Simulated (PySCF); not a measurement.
Molecule: SMILES B[SiH2][SiH2]SC (CH9BSSi2), singlet. Atoms near the plane z = 1.0 Å, at the GFN2-xTB optimised geometry (x, y, z in Å): Si2 (1.5, -1.4, 0.0), Si3 (0.8, 0.8, 0.0), S4 (-1.4, 0.8, 0.0), C5 (-1.7, 2.6, 0.0), H6 (-0.7, -3.1, 0.0), H9 (1.9, -1.6, 1.4), H11 (1.2, 1.7, 1.1), H12 (-1.3, 3.1, 0.9), H13 (-2.8, 2.7, 0.0).

Level of theory: PySCF with PBE0/def2-TZVP. The values are rescaled to run from 0 to 1.

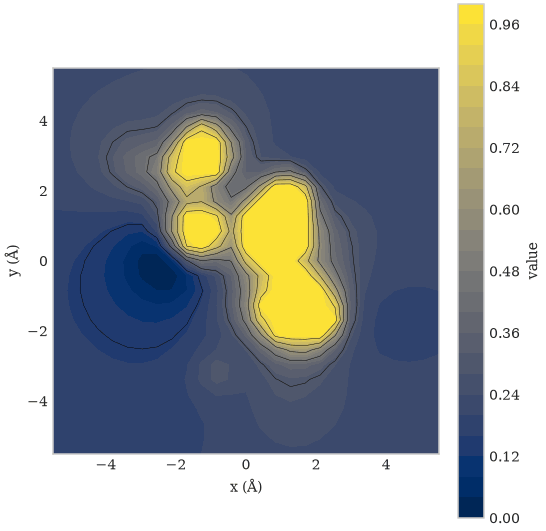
a field on the plane z = 1.0 Å.

Task: Which quantity is mapped?
A. electron localisation function
B. an orbital amplitude
C. log10 of the electron density
D. electrostatic potential

Result: D, electrostatic potential. In full: electrostatic potential (hartree/e), clipped to [-0.08, 0.12].
